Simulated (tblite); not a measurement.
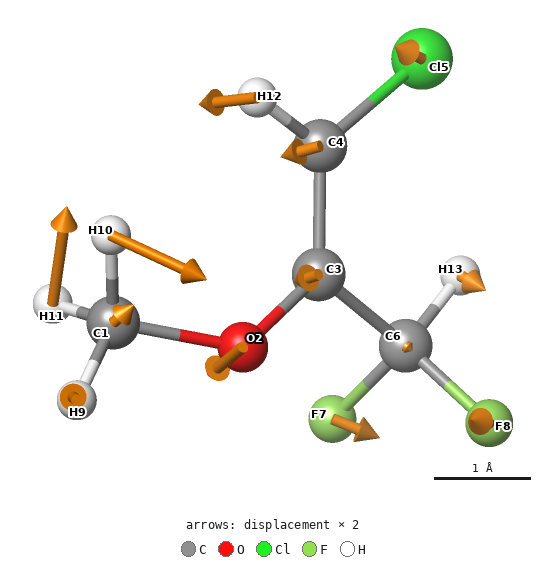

This is a relaxation of C₄H₅ClF₂O. The starting structure is drawn; orange arrows show the displacements, magnified 2 times. The two geometries are superimposed by the best rigid fit.

A ball-and-stick model, seen at a tilt.

All numbers below come from tblite 0.8.0, GFN2-xTB geometry optimisation, gas phase. 

**Atoms of which element are displaced furthest, and by how much?**

Hydrogen: up to 0.62 Å, against 0.45 Å for oxygen.

**What happened in the run?**

The largest moves after the best rigid fit, 0.62 Å, are those of H10 and H11. Largest moves by element: H 0.62 Å, O 0.45 Å, F 0.27 Å, C 0.26 Å, Cl 0.24 Å. Near-neighbour distances that change, for instance: C4–Cl5 1.770 → 1.720 Å, C6–F7 1.382 → 1.352 Å, C1–H10 1.123 → 1.094 Å, C6–H13 1.127 → 1.099 Å. Among the angles between lasting bonds that change: Cl5–C4–H12 120.9° → 113.3°, C1–O2–C3 125.8° → 118.8°, H9–C1–H10 103.8° → 109.7°. Groups turn about O2–C3 by about 45°. After 65 geometry steps the energy has fallen by 9.99 kcal/mol. Cost: 0.65 s on 1 thread of Arm Neoverse N1, with other jobs on the host.
